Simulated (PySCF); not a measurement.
The calculation's input:

```
{"job": {"kind": "nmr", "xc": "PBE0", "basis": "pcSseg-1"}, "charge": 0, "multiplicity": 1}
C     -2.415592     0.755791    -1.138862
C     -2.249388     0.817696     0.390580
C     -1.301112    -0.404679     0.297932
Si     0.226690    -0.506997     1.407629
Si     1.843325    -1.977486     0.494162
Si     2.770901    -0.134167    -0.663819
Si     1.728501     1.264884     0.934686
C     -1.131438    -0.090690    -1.209843
H     -3.301094     0.167232    -1.424868
H     -2.435315     1.706281    -1.693442
H     -3.147526     0.715982     1.018050
H     -1.712712     1.728728     0.703019
H     -1.879188    -1.337054     0.418950
H     -0.153185    -0.710407     2.842320
H      2.803106    -2.452296     1.542103
H      1.371692    -3.151871    -0.305482
H      2.134237     0.017451    -2.011241
H      4.256835    -0.060093    -0.818807
H      2.663448     1.479821     2.085532
H      1.187480     2.589148     0.491735
H     -0.246739     0.537516    -1.406307
H     -1.102611    -0.942388    -1.906090
```

Command:

```sh
OMP_NUM_THREADS=1 python probes_run.py task.json out
```

Geometry: PBE0-D3(BJ)/def2-SVP.

These are results of PBE0/pcSseg-1, SCF density, gas phase, non-relativistic in PySCF 2.14.0, not measurements.

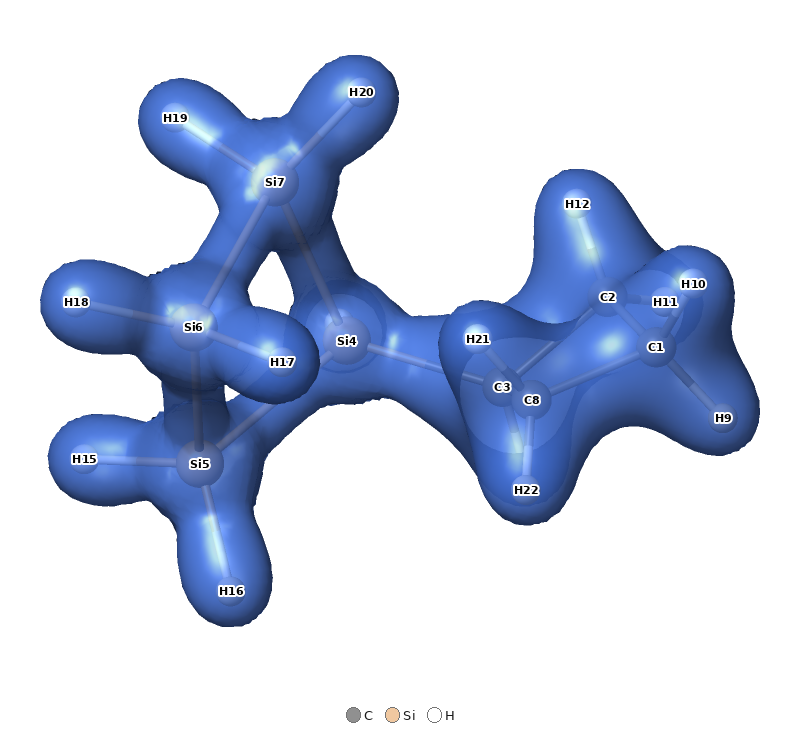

C$_{4}$H$_{14}$Si$_{4}$ (SMILES C1CC([SiH]2[SiH2][SiH2][SiH2]2)C1). Isosurface of the total electron density at 0.5 e/Å³ (blue), seen at a tilt.

Question: How is the density connected at this value?

Answer: At this value the surface is in one piece. It bridges the sampled C–C (1.54 Å), C–Si (1.89 Å), Si–Si (2.37 Å) and C–H (1.10 Å) contacts, where the density stays above the isovalue. On the grid the lowest density along these lines, outside the cores, is 1.6 e/Å³ (C–C, 1.54 Å), 0.78 e/Å³ (C–Si, 1.89 Å), 0.6 e/Å³ (Si–Si, 2.37 Å) and 1.8 e/Å³ (C–H, 1.10 Å).
